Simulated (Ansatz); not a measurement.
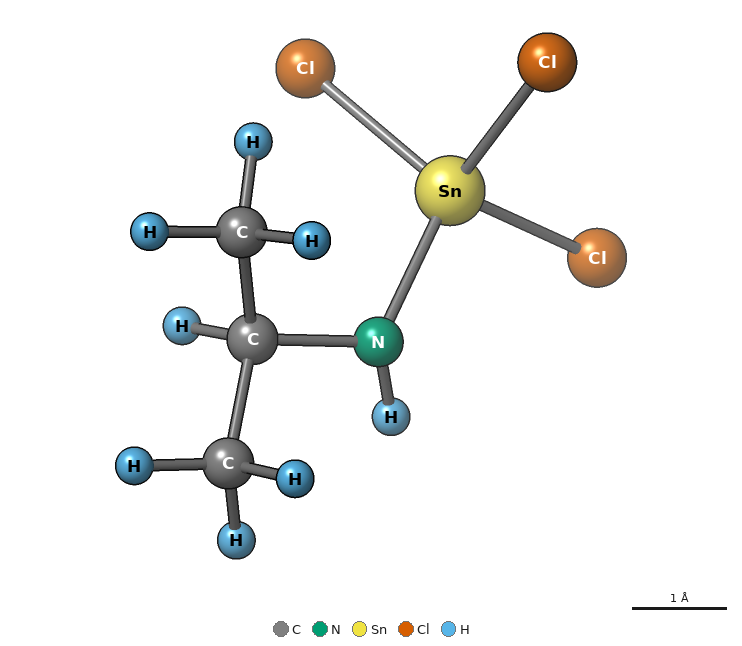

Depth is shown by fading: the farther an atom, the more it takes the colour of the background. The geometry was computed by an optimisation with PBE0-D4/def2-TZVP. Masses are those of the most abundant isotopes; constants are for the rigid equilibrium geometry.

Classify the rotor and give the rotational constants (cm⁻¹).

An asymmetric top (C1): A = 0.0321, B = 0.0189, C = 0.0182 cm⁻¹. Ray's parameter κ is −0.89, close to the prolate limit.
